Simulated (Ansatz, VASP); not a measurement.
# Cross-check of BaTiO3 between VASP and Ansatz, part 2 of 2

Aim: how closely do two programs agree when they are given the same cell, functional and k mesh? The cell is taken from a series of VASP runs on this material, whose earlier steps may have relaxed, scaled or displaced it; both programs get it as it stands. Valence electrons are named where the data sets of a main pair hold unlike numbers.

VASP 6.6.1 and Ansatz 0.2.0.

So far: The starting structure; Ansatz: band structure, HSE06.

## (3) VASP: band structure, HSE06

Level of this step: HSE06, no spin polarisation; plane waves and PAW (Ba_sv, Ti_sv, O) (VASP).

The same cell, functional, mesh and smearing now go to VASP, with its own data sets.

Lines of VASP's logs that name or quote its potential files are left out, and so is its time.

The run reads the wave functions of an earlier VASP run, which isn't shown here.

The input, INCAR:

```
SYSTEM = BaTiO3
PREC = Accurate
ENCUT = 520
EDIFF = 1E-06
NELM = 100
ISMEAR = 0
SIGMA = 0.05
LREAL = .FALSE.
ALGO = Normal
LHFCALC = .TRUE.
AEXX = 0.25
GGA = PE
HFSCREEN = 0.2
LASPH = .TRUE.
NBANDS = 26
PRECFOCK = Fast
LORBIT = 11
LWAVE = .FALSE.
LCHARG = .FALSE.
KPAR = 4
```

The input, POSCAR:

```
BaTiO3
1.0
    3.9987178624      0.0000000000      0.0000000000
    0.0000000000      3.9987178624      0.0000000000
    0.0000000000      0.0000000000      4.2173231794
Ba Ti O
1 1 3
Direct
    0.0000000000      0.0000000000      0.0129689622
    0.5000000000      0.5000000000      0.5319687985
    0.5000000000      0.5000000000      0.9627634873
    0.5000000000      0.0000000000      0.4846493760
    0.0000000000      0.5000000000      0.4846493760
```

The input, KPOINTS:

```
Automatic mesh
0
Gamma
4 4 3
0 0 0
```

The input, KPOINTS_OPT:

```
Line mode
6
Line-mode
Reciprocal
  0.00000000   0.00000000   0.00000000 GAMMA
  0.00000000   0.50000000   0.00000000 X

  0.00000000   0.50000000   0.00000000 X
  0.50000000   0.50000000   0.00000000 M

  0.50000000   0.50000000   0.00000000 M
  0.00000000   0.00000000   0.00000000 GAMMA

  0.00000000   0.00000000   0.00000000 GAMMA
  0.00000000   0.00000000   0.50000000 Z

  0.00000000   0.00000000   0.50000000 Z
  0.00000000   0.50000000   0.50000000 R

  0.00000000   0.50000000   0.50000000 R
  0.50000000   0.50000000   0.50000000 A

  0.50000000   0.50000000   0.50000000 A
  0.00000000   0.00000000   0.50000000 Z

  0.00000000   0.50000000   0.00000000 X
  0.00000000   0.50000000   0.50000000 R

  0.50000000   0.50000000   0.00000000 M
  0.50000000   0.50000000   0.50000000 A
```

Potentials, in the order of the species: Ba_sv, Ti_sv and O (PBE family, release 64).

Command:

```bash
> mpirun -np 4 vasp_std
```

Numbers of over 12 decimals in the logs are rounded to 6 here.

The program printed:

```text
[banner, memory and clock lines left out]
running    4 mpi-ranks, on    1 nodes
 distrk:  each k-point on    1 cores,    4 groups
 distr:  one band on    1 cores,    1 groups

 POSCAR found type information on POSCAR BaTiO
 POSCAR found :  3 types and       5 ions
 LDA part: xc-table for (Slater+PW92), standard interpolation
 found WAVECAR, reading the header
 POSCAR, INCAR and KPOINTS ok, starting setup
 FFT: planning ... GRIDC
 FFT: planning ... GRID_SOFT
 FFT: planning ... GRID
 reading WAVECAR
 the WAVECAR file was read successfully
 initial charge from wavefunction
 entering main loop
       N       E                     dE             d eps       ncg     rms          rms(c)
DAV:   1    -0.486687620771E+02   -0.48669E+02   -0.19095E+00   704   0.123E+01    0.336E+00
DAV:   2    -0.484804370316E+02    0.18833E+00   -0.55545E-01   730   0.957E+00    0.803E-01
DAV:   3    -0.485066708771E+02   -0.26234E-01   -0.59840E-02   892   0.168E+00    0.768E-01
DAV:   4    -0.485005271925E+02    0.61437E-02   -0.28478E-02   812   0.171E+00    0.338E-01
DAV:   5    -0.485013342601E+02   -0.80707E-03   -0.18773E-03   748   0.361E-01    0.183E-01
DAV:   6    -0.485011037584E+02    0.23050E-03   -0.95910E-04   890   0.276E-01    0.109E-01
DAV:   7    -0.485011147797E+02   -0.11021E-04   -0.16166E-04   784   0.141E-01    0.694E-02
DAV:   8    -0.485011167077E+02   -0.19280E-05   -0.46930E-05   852   0.719E-02    0.416E-02
DAV:   9    -0.485011194195E+02   -0.27118E-05   -0.67378E-06   762   0.270E-02    0.233E-02
DAV:  10    -0.485011213387E+02   -0.19191E-05   -0.34291E-06   676   0.137E-02    0.145E-02
DAV:  11    -0.485011225213E+02   -0.11827E-05   -0.73176E-07   380   0.871E-03    0.904E-03
DAV:  12    -0.485011233025E+02   -0.78117E-06   -0.45437E-07   352   0.585E-03
   1 F= -.48501123E+02 E0= -.48501123E+02  d E =-.101347E-28
 Start KPOINTS_OPT (optional k-point list driver)
k-point batch [1-12\54]
       N       E                     dE             ncg
DAV:   1     0.223103947674E+03   -0.94268E+04      624
DAV:   2    -0.509241232099E+04   -0.53155E+04      664
DAV:   3    -0.589392389980E+04   -0.80151E+03      904
DAV:   4    -0.597411211898E+04   -0.80188E+02      844
DAV:   5    -0.597722669455E+04   -0.31146E+01      904
DAV:   6    -0.597729662684E+04   -0.69932E-01      858
DAV:   7    -0.597729796693E+04   -0.13401E-02      940
DAV:   8    -0.597729799065E+04   -0.23720E-04      800
DAV:   9    -0.597729799113E+04   -0.47706E-06      554
[...]
k-point batch [49-54\54]
       N       E                     dE             ncg
DAV:   1     0.659444986109E+04   -0.83830E+04      312
DAV:   2     0.398197960250E+04   -0.26125E+04      338
DAV:   3     0.358288802102E+04   -0.39909E+03      490
DAV:   4     0.354124965092E+04   -0.41638E+02      394
DAV:   5     0.353971062329E+04   -0.15390E+01      480
DAV:   6     0.353966750988E+04   -0.43113E-01      426
DAV:   7     0.353966672079E+04   -0.78908E-03      458
DAV:   8     0.353966670844E+04   -0.12349E-04      390
DAV:   9     0.353966670820E+04   -0.24222E-06      282
```

From OUTCAR (step 3):

```text
ion  position               nearest neighbor table
   1  0.000  0.000  0.013-   4 2.82   5 2.82   5 2.82   4 2.82   3 2.84   3 2.84   3 2.84   3 2.84
                             4 2.99   5 2.99   4 2.99   5 2.99   2 3.48   2 3.48   2 3.48   2 3.48
   2  0.500  0.500  0.532-   3 1.82   4 2.01   5 2.01   4 2.01   5 2.01   3 2.40   1 3.48   1 3.48
                             1 3.48   1 3.48   1 3.58   1 3.58   1 3.58   1 3.58
   3  0.500  0.500  0.963-   2 1.82   2 2.40   1 2.84   1 2.84   1 2.84   1 2.84
   4  0.500  0.000  0.485-   2 2.01   2 2.01   1 2.82   1 2.82   1 2.99   1 2.99
   5  0.000  0.500  0.485-   2 2.01   2 2.01   1 2.82   1 2.82   1 2.99   1 2.99

  LATTYP: Found a simple tetragonal cell.
 ALAT       =     3.9987178624
 C/A-ratio  =     1.0546688525

 Subroutine GETGRP returns: Found  8 space group operations
 (whereof  8 operations were pure point group operations)

The static configuration has the point symmetry C_4v.

 Found     12 irreducible k-points:

   k-points           NKPTS =     12   k-points in BZ     NKDIM =     48   number of bands    NBANDS=     26

   dimension x,y,z NGX =    30 NGY =   30 NGZ =   32
   dimension x,y,z NGXF=    60 NGYF=   60 NGZF=   64

   ENCUT  =  520.0 eV  38.22 Ry    6.18 a.u.   7.43  7.43  7.84*2*pi/ulx,y,z

   NELECT =      40.0000    total number of electrons

 k-points in reciprocal lattice and weights: Automatic mesh
   0.00000000  0.00000000  0.00000000       0.021
   0.25000000  0.00000000  0.00000000       0.083
   0.50000000  0.00000000  0.00000000       0.042
   0.25000000  0.25000000  0.00000000       0.083
   0.50000000  0.25000000  0.00000000       0.083
   0.50000000  0.50000000  0.00000000       0.021
   0.00000000  0.00000000  0.33333333       0.042
   0.25000000  0.00000000  0.33333333       0.167
   0.50000000  0.00000000  0.33333333       0.083
   0.25000000  0.25000000  0.33333333       0.167
   0.50000000  0.25000000  0.33333333       0.167
   0.50000000  0.50000000  0.33333333       0.042

  exchange ACFDT corr.  =         0.00000000  see jH, gK, PRB 81, 115126

 average (electrostatic) potential at core
       1 -29.9348       2 -72.4904       3 -64.0175       4 -63.6458       5 -63.6458

 E-fermi :   3.0109

 k-point     1 :       0.0000    0.0000    0.0000
  band No.  band energies     occupation
    ...
     16       0.8104      2.00000
     17       1.2420      2.00000
     18       1.6555      2.00000
     19       2.0734      2.00000
     20       2.0734      2.00000
     21       5.8647      0.00000
     22       6.4941      0.00000
     23       6.4941      0.00000
     24       8.0023      0.00000
     25       8.2274      0.00000
    ...

 k-point     2 :       0.2500    0.0000    0.0000
  band No.  band energies     occupation
    ...
     16       0.5411      2.00000
     17       0.9724      2.00000
     18       1.1798      2.00000
     19       1.5015      2.00000
     20       1.6070      2.00000
     21       6.5015      0.00000
     22       6.8390      0.00000
     23       6.8519      0.00000
     24       8.1672      0.00000
     25       9.1598      0.00000
    ...

 k-point     3 :       0.5000    0.0000    0.0000
  band No.  band energies     occupation
    ...
     16       0.5660      2.00000
     17       0.5710      2.00000
     18       0.8566      2.00000
     19       0.9682      2.00000
     20       1.2001      2.00000
     21       6.5897      0.00000
     22       7.6353      0.00000
     23       7.7264      0.00000
     24       8.0769      0.00000
     25       9.5938      0.00000
    ...

  energy-cutoff  :      520.00
  volume of cell :       67.43
      direct lattice vectors                 reciprocal lattice vectors
     3.998717862  0.000000000  0.000000000     0.250080159  0.000000000  0.000000000
     0.000000000  3.998717862  0.000000000     0.000000000  0.250080159  0.000000000
     0.000000000  0.000000000  4.217323179     0.000000000  0.000000000  0.237117232

 POSITION                                       TOTAL-FORCE (eV/Angst)
 -----------------------------------------------------------------------------------
      0.00000      0.00000      0.05469         0.000000     -0.000000      0.016557
      1.99936      1.99936      2.24348         0.000000     -0.000000      0.432726
      1.99936      1.99936      4.06028         0.000000     -0.000000     -0.550918
      1.99936      0.00000      2.04392         0.000000     -0.000000      0.050818
      0.00000      1.99936      2.04392         0.000000      0.000000      0.050818
 -----------------------------------------------------------------------------------
    total drift:                                0.000000     -0.000000      0.001920

  FREE ENERGIE OF THE ION-ELECTRON SYSTEM (eV)
  ---------------------------------------------------
  free  energy   TOTEN  =       -48.5011233025 eV

  energy  without entropy=      -48.5011233025  energy(sigma->0) =      -48.50112330

 total charge
# of ion       s       p       d       tot
------------------------------------------
    1        2.001   5.650   0.265   7.917
    2        2.219   6.272   1.619  10.110
    3        1.572   3.488   0.000   5.061
    4        1.564   3.494   0.000   5.057
    5        1.564   3.494   0.000   5.057
--------------------------------------------------
tot          8.919  22.398   1.884  33.202

[... 3 further parts left out ...]
```

This run has no spin polarisation, so a moment on Ti, if there is one, isn't seen. The k-mesh is coarse for exact exchange; levels may shift by about 0.1 eV on a finer one. Harder data sets than Ba_sv exist (the GW ones), and pressures, volumes and forces can shift noticeably with them. The PAW data sets were made with PBE, which is usual practice but a small mismatch for other functionals.

## (4) Comparison

Known differences besides the potentials themselves: exact exchange at q = 0 is treated differently, which shows on coarse meshes; VASP keeps PBE cores, Ansatz makes them for the functional; the cutoff is 420 eV in Ansatz and 520 eV in VASP; VASP takes a coarser grid for exact exchange (PRECFOCK = Fast). Total energies have different zeros and are not compared.

The two programs side by side:

| quantity | Ansatz | VASP | difference |
| --- | --- | --- | --- |
| gap over the path points (eV) | 3.279 | 3.226 | +0.053 |

Forces (eV/Å; atoms numbered as in POSCAR):

| atom | Ansatz x, y, z | VASP x, y, z |
| --- | --- | --- |
| Ba1 | 0.000, 0.000, 0.055 | 0.000, 0.000, 0.017 |
| Ti2 | 0.000, 0.000, 0.507 | 0.000, 0.000, 0.433 |
| O3 | 0.000, 0.000, -0.622 | 0.000, 0.000, -0.551 |
| O4 | 0.000, 0.000, 0.030 | 0.000, 0.000, 0.051 |
| O5 | 0.000, 0.000, 0.030 | 0.000, 0.000, 0.051 |

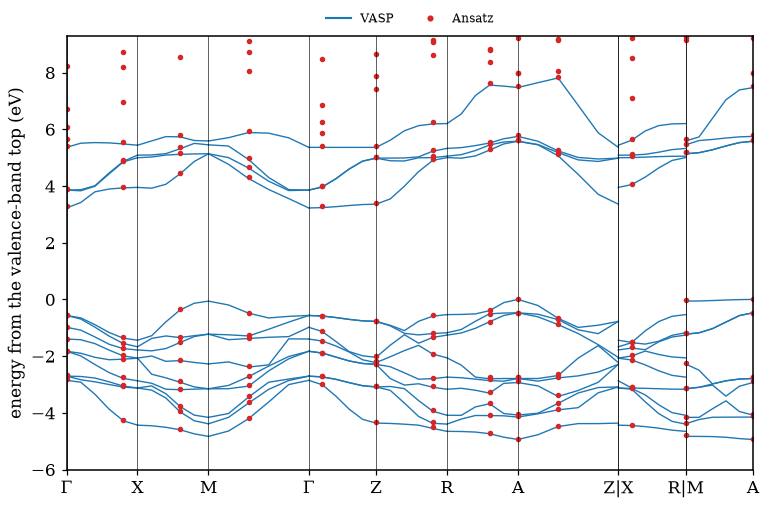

Bands from VASP (lines) and levels from Ansatz (dots). Dots without a line are higher empty bands that the VASP plot leaves out.

Levels at points of the path, from each program's valence-band top (eV; 4 filled, then empty):

| k (reciprocal lattice) | Ansatz | VASP |
| --- | --- | --- |
| 0.000 0.000 0.000 | -1.41 -0.96 -0.55 -0.55 3.28 3.90 3.90 | -1.40 -0.98 -0.56 -0.56 3.23 3.85 3.85 |
| 0.000 0.400 0.000 | -1.96 -1.71 -1.53 -1.34 3.97 4.89 4.92 | -1.99 -1.74 -1.55 -1.37 3.94 4.85 4.87 |
| 0.300 0.500 0.000 | -2.13 -1.49 -1.31 -0.35 4.46 5.16 5.36 | -2.16 -1.52 -1.34 -0.37 4.43 5.12 5.31 |
| 0.300 0.300 0.000 | -2.35 -1.34 -1.27 -0.46 4.30 4.68 4.98 | -2.38 -1.38 -1.29 -0.48 4.26 4.63 4.93 |
| 0.000 0.000 0.100 | -1.48 -1.10 -0.57 -0.57 3.29 4.01 4.01 | -1.47 -1.13 -0.58 -0.58 3.24 3.97 3.97 |
| 0.000 0.000 0.500 | -2.19 -2.00 -0.75 -0.75 3.39 5.02 5.02 | -2.23 -2.04 -0.77 -0.77 3.36 4.98 4.98 |
| 0.000 0.400 0.500 | -1.91 -1.31 -1.18 -0.56 4.95 5.05 5.29 | -1.93 -1.34 -1.20 -0.59 4.90 5.00 5.23 |
| 0.300 0.500 0.500 | -2.75 -0.78 -0.50 -0.39 5.32 5.49 5.56 | -2.80 -0.79 -0.51 -0.40 5.27 5.45 5.52 |
| 0.500 0.500 0.500 | -2.74 -0.47 -0.47 0.00 5.63 5.63 5.79 | -2.79 -0.47 -0.47 0.00 5.58 5.58 5.75 |
| 0.300 0.300 0.500 | -2.64 -0.87 -0.70 -0.66 5.11 5.22 5.29 | -2.68 -0.89 -0.71 -0.67 5.07 5.18 5.24 |

The forces differ by 30 meV/Å r.m.s., which is 16.2 % of the r.m.s. force of 0.182 eV/Å (both taken over all components). Among the levels compared at these points, filled levels agree within 51 meV and empty ones within 56 meV.

## (5) What the set-up changes

Further runs change the set-up of one program: Ansatz's method, potentials or start, or VASP's data sets, cutoff or form of LDA. The table gives Ansatz less VASP for each quantity, since a change that brings one quantity closer may part another.

| run | r.m.s. force difference (meV/Å) | gap over the path points (eV) |
| --- | --- | --- |
| as above | 30 | 0.053 |
| cores kept as stored | 28 | 0.053 |
| Ansatz's larger PAW set (cutoff 910 eV) | 36 | 0.047 |
| norm-conserving potentials (cutoff 1240 eV) | 17 | 0.037 |

## (6) Results

| Item | Value |
| --- | --- |
| r.m.s. force difference (band structure, HSE06) | 30 meV/Å |
| difference in gap over the path points (band structure, HSE06) | 0.053 eV |

What this shows: The r.m.s. force difference is 30 meV/Å (band structure, HSE06), beyond the 12 meV/Å picked in this series as the mark of a large difference. Band structure, HSE06, norm-conserving potentials (cutoff 1240 eV): r.m.s. force difference goes from 30 to 17 meV/Å; the difference in gap over the path points goes from 0.053 to 0.037 eV. How closely two codes agree says nothing of how well the functional describes the real material.

[Lines on the potential files, build, host, timing and source positions are cut from VASP's logs without a mark.]

[Logs are printed without paths, hosts, clocks, repeated set-up lines and the standing remarks that a program may print on its own settings, such as how far it seeks lower states.]

[Hosts, paths, dates, database ids (printed as entryN), source tags and the programs' standing remarks are cut or masked in the printed files.]
